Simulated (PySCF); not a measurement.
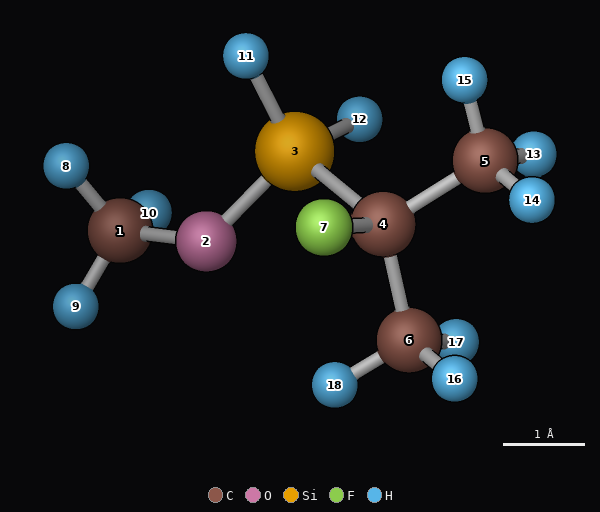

Fig. 1: The input geometry (ball-and-stick view, seen at a tilt; atoms are numbered from 1 in the order of the input). Bond lengths as drawn: C–C 1.52 Å, C–F 1.41 Å, C–H 1.09 Å, C–O 1.40 Å, C–Si 1.92 Å, H–Si 1.46 to 1.47 Å and O–Si 1.62 Å.

**Run report: C4H11FOSi, NMR shielding calculation**

- system: C4H11FOSi, SMILES CO[SiH2]C(C)(C)F
- method: GIAO PBE0/pcSseg-1 NMR shielding, non-relativistic, gas phase (PySCF 2.14.0)

The geometry comes from this level: GFN2-xTB, NEB image 0 of 0 to 8. It belongs to a series of runs on one base structure; here: NEB image 0 of 0 to 8. Figures and captions count atoms from 1; the log counts them from 0 in places.

### The input
```
{"job": {"kind": "nmr", "xc": "PBE0", "basis": "pcSseg-1", "pop": false}, "charge": 0, "multiplicity": 1}
C      3.066300     0.162500    -0.203400
O      1.680000     0.325600    -0.173800
Si     0.551500    -0.819200    -0.011500
C     -1.088100     0.173000    -0.010000
C     -2.290000    -0.747600    -0.148800
C     -1.128500     1.293600    -1.037100
F     -1.194100     0.777000     1.258500
H      3.421000    -0.312900     0.712900
H      3.520900     1.148900    -0.298000
H      3.361400    -0.456900    -1.053100
H      0.682500    -1.560800     1.243500
H      0.574300    -1.753000    -1.144400
H     -2.255600    -1.255400    -1.107800
H     -3.215800    -0.177800    -0.080800
H     -2.284600    -1.493100     0.642300
H     -2.053200     1.862000    -0.943700
H     -1.068500     0.875000    -2.037800
H     -0.288300     1.965400    -0.883500
```

The first line tells a small driver script what to run in PySCF; the rest is the geometry in Å.

Launched with:
```bash
OMP_NUM_THREADS=1 python <driver script> task.json out
```

### What the program printed
```
coarse grid: 14960 points
cycle   1  E = -622.9093500296  dE =  6.178e-01  |g| = 8.049e-01  |ddm| = 3.532e+00
cycle   2  E = -622.7563605664  dE =  1.530e-01  |g| = 1.237e+00  |ddm| = 1.719e+00
cycle   3  E = -623.0260307816  dE = -2.697e-01  |g| = 1.127e-01  |ddm| = 1.200e+00
cycle   4  E = -623.0283237339  dE = -2.293e-03  |g| = 4.192e-02  |ddm| = 1.123e-01
cycle   5  E = -623.0286976803  dE = -3.739e-04  |g| = 6.832e-03  |ddm| = 3.430e-02
cycle   6  E = -623.0287034395  dE = -5.759e-06  |g| = 3.349e-03  |ddm| = 7.192e-03
cycle   7  E = -623.0287053229  dE = -1.883e-06  |g| = 3.950e-04  |ddm| = 2.442e-03
final grid: 138664 points
cycle   8  E = -623.0874424547  dE = -3.627e-05  |g| = 1.155e-02  |ddm| = 2.564e-02
cycle   9  E = -623.0874191640  dE =  2.329e-05  |g| = 1.630e-02  |ddm| = 1.845e-02
cycle  10  E = -623.0874696273  dE = -5.046e-05  |g| = 1.578e-03  |ddm| = 1.099e-02
cycle  11  E = -623.0874701144  dE = -4.871e-07  |g| = 1.831e-04  |ddm| = 1.410e-03
cycle  12  E = -623.0874701205  dE = -6.081e-09  |g| = 6.106e-05  |ddm| = 1.926e-04
cycle  13  E = -623.0874701211  dE = -5.989e-10  |g| = 2.662e-05  |ddm| = 6.304e-05
```

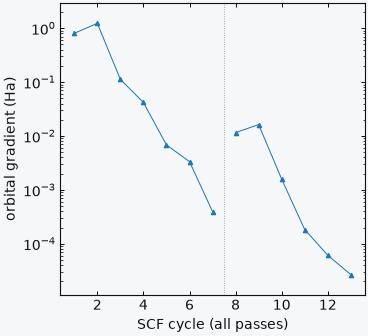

Fig. 2: Convergence of the self-consistent field: orbital gradient against the SCF cycle. The dotted line marks the change from a coarse to the final integration grid. The first 7 cycles use a coarse grid, the final grid takes over at cycle 8, and the field converges after 13 cycles in all.

```
converged SCF energy = -623.0874701211

GIAO shielding tensors (ppm)
atom      isotropic    diamagn.    paramagn.     s11        s22        s33       span
  0 C      132.526     240.035    -107.510    105.427    106.486    185.664     80.237
  1 O      342.379     401.470     -59.092    295.328    361.764    370.044     74.716
  2 Si     368.549     882.607    -514.057    323.111    345.419    437.118    114.006
  3 C       93.618     247.330    -153.711     61.253     63.118    156.484     95.231
  4 C      161.618     249.382     -87.763    143.837    153.796    187.222     43.385
  5 C      160.281     249.662     -89.382    145.199    151.656    183.986     38.787
  6 F      372.706     477.787    -105.081    348.194    370.363    399.562     51.367
  7 H       27.936      27.679       0.256     23.758     25.482     34.568     10.810
  8 H       27.595      27.444       0.151     23.060     25.435     34.288     11.229
  9 H       27.992      27.575       0.417     23.783     25.565     34.629     10.846
 10 H       26.897      31.407      -4.510     23.689     25.696     31.305      7.616
 11 H       27.098      31.664      -4.566     23.834     26.059     31.400      7.566
 12 H       30.896      30.600       0.295     27.313     28.575     36.799      9.487
 13 H       30.185      29.701       0.484     26.745     28.311     35.499      8.754
 14 H       30.195      30.542      -0.347     26.025     28.475     36.085     10.061
 15 H       30.284      30.457      -0.173     26.806     28.423     35.623      8.816
 16 H       30.871      31.459      -0.588     27.771     28.134     36.708      8.936
 17 H       29.552      31.847      -2.295     24.659     29.438     34.559      9.900
```

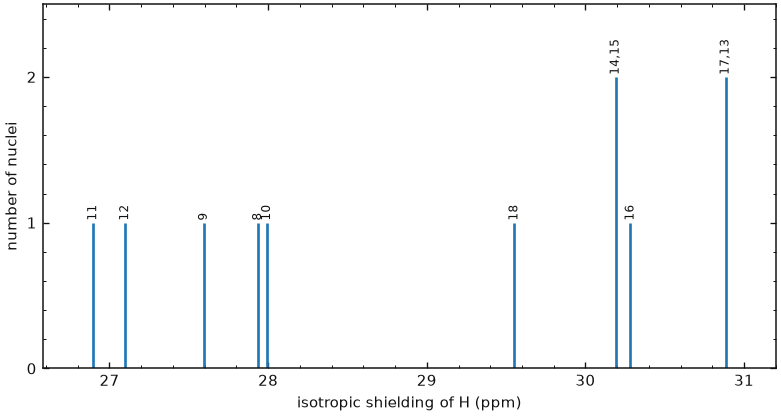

Fig. 3: Isotropic shieldings of the hydrogen nuclei in this fixed geometry, labelled by atom number; shielding grows to the right, so chemical shift grows to the left. The least shielded is H11 (26.9 ppm), the most shielded H13 (30.9 ppm).

### Summary

| quantity | value |
| --- | --- |
| outcome | converged |
| total energy | −623.087470 hartree |
| HOMO | −7.90 eV |
| LUMO | 0.66 eV |
| dipole moment | 2.26 D |
| isotropic shielding, C | 93.6 to 161.6 ppm |
| isotropic shielding, O | 342.4 ppm |
| isotropic shielding, Si | 368.5 ppm |
| isotropic shielding, F | 372.7 ppm |
| isotropic shielding, H | 26.9 to 30.9 ppm |
| hardware | 1 CPU thread, shared host |
| wall time | 64 s |
| peak memory | 0.82 GiB |
